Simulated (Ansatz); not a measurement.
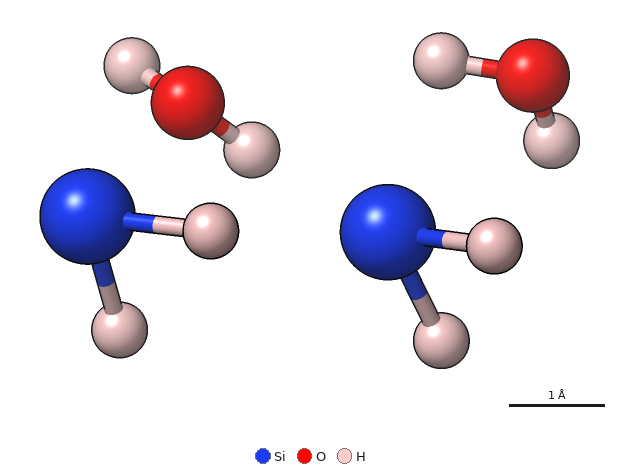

Two geometries of SiH4O, drawn at one scale. One is the start of a relaxation, the other its converged end. A ball-and-stick model, seen from a free direction.

Method: RKS r2SCANh/def2-SVP (Ansatz). Set-up: no spin polarisation; force threshold 0.03 eV/Å; at most 50 steps.

> Which of the two is the end point?

The left one is the relaxed one. The run prepares an end point of a later path (reaction) calculation, from a guessed geometry. The atom that moves furthest after the best rigid fit is the O atom (0.57 Å). By element the largest moves are O 0.57 Å, H 0.52 Å, Si 0.22 Å. Among the contacts that change: O–Si 2.855 → 2.069 Å, H–O 0.983 → 0.966 Å, H–Si 1.532 → 1.539 Å. Among the angles between lasting bonds that change: H–O–H 103.3° → 106.9°. After 7 geometry steps the energy has fallen by 0.552 eV. Largest force component: 1.2 eV/Å at the start, 0.022 eV/Å at the end. Cost: 12 s on 1 thread of Arm Neoverse V2, on a shared host, peak memory 0.11 GiB.

Limits of the set-up: the start holds two separate molecules, 2.7 Å apart at their closest, whose relative position is a soft coordinate and is computed without a dispersion correction.
